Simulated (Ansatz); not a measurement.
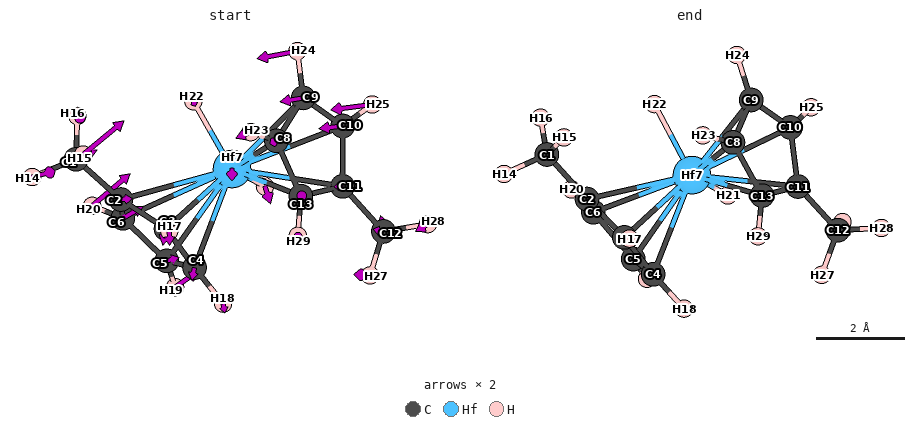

The structure of C12H16Hf before (left) and after (right) a relaxation, at one scale. The purple arrows give the displacements, magnified 2 times.

Style: ball-and-stick. Shown at a tilt.

The start comes from GFN2-xTB.

All numbers below come from RKS PBE0-D4/def2-TZVP in Ansatz. Settings: force threshold 0.005 eV/Å; at most 150 steps.

Describe what moved and what it gained.

Over 17 accepted moves (19 points after the start) the energy falls by 70.9 kJ/mol. The largest force component goes from 1.2 to 0.0048 eV/Å. The line search rejected the trial steps at points 5, 8 of the run. The forces were under the threshold at step 12, but the run went on from there. The atom that moves furthest after the best rigid fit is an H atom (0.62 Å). By element the largest moves are H 0.62 Å, C 0.29 Å, Hf 0.18 Å. Among the contacts that change: C–Hf 2.804 → 2.517 Å, C–Hf 2.758 → 2.517 Å, C–Hf 2.723 → 2.536 Å, C–Hf 2.680 → 2.500 Å. Bond angles that change, for instance: Hf–C–H 129.1° → 118.2°, Hf–C–H 128.0° → 118.2°, C–C–Hf 84.2° → 75.6°. Groups turn about C–C by about 25°. The run took about 30 s of wall time on a shared GPU.
